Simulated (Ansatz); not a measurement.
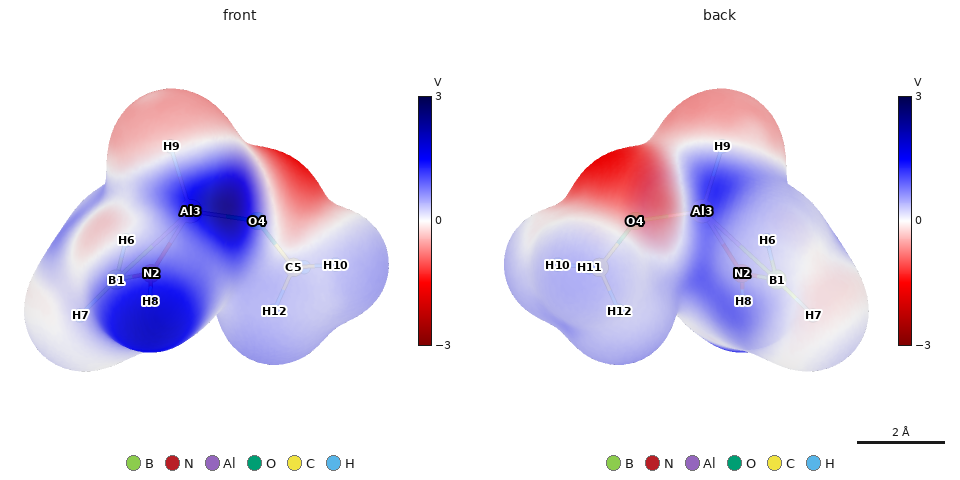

The picture shows: CH$_{7}$AlBNO. The molecular electrostatic potential painted on the density surface at 0.002 e/bohr³, seen from the front and from behind; the colour scale runs from red (negative) to blue (positive).

Computed with RKS PBE-D4/def2-SVP in Ansatz 0.2.0.

```xyz
12

B    -1.7121   -0.2848   -0.2014
N    -1.3164   -1.5703    0.1382
Al    0.2424   -0.9767    0.9328
O     1.7279   -1.0723    0.0836
C     2.1571   -1.3975   -1.2075
H    -0.9081    0.5880    0.2379
H    -2.6703    0.1072   -0.8351
H    -1.8319   -2.4085   -0.1295
H     0.3363   -0.6046    2.4644
H     2.8484   -2.2715   -1.1852
H     2.7180   -0.5498   -1.6641
H     1.3202   -1.6538   -1.9012
```

Question: Which sites attract a positive test charge, and which a negative one?

Answer: A positive charge is drawn to the negative regions and a negative charge to the positive ones. The most negative region (about −1.5 V) lies over O4, the most positive (about +2.2 V) over Al3. O4 is the likeliest acceptor of a hydrogen bond.
